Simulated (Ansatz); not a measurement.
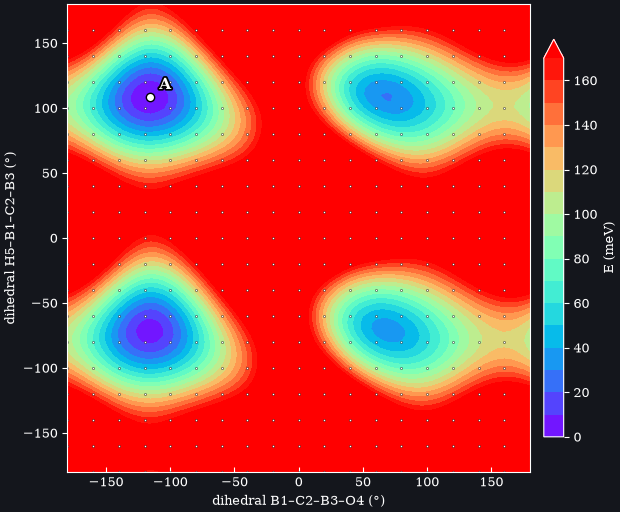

CH₆B₂O, SMILES BCBO. First axis: dihedral B1–C2–B3–O4. Second axis: dihedral H5–B1–C2–B3. Nothing is relaxed (all other coordinates rigid). The scan uses an 18 × 18 grid. Energies are in meV, from the relaxed molecule at the same level. These are results of RHF/def2-SVP in Ansatz 0.2.0, not measurements.

In the figure: filled contours, dots at the grid points, one colour for all values above the top of the scale, the well A. Between grid points the surface is interpolated.

Question: Where is the minimum, and how stiff is the well along each coordinate? Take the well at A.

Answer: The interpolated minimum is at dihedral B1–C2–B3–O4 ≈ −116°, dihedral H5–B1–C2–B3 ≈ 108°. The curvatures there are about 0.29 eV/rad² and 0.38 eV/rad², with a cross term of about 0 eV/rad². Round the minimum the two coordinates are nearly uncoupled.
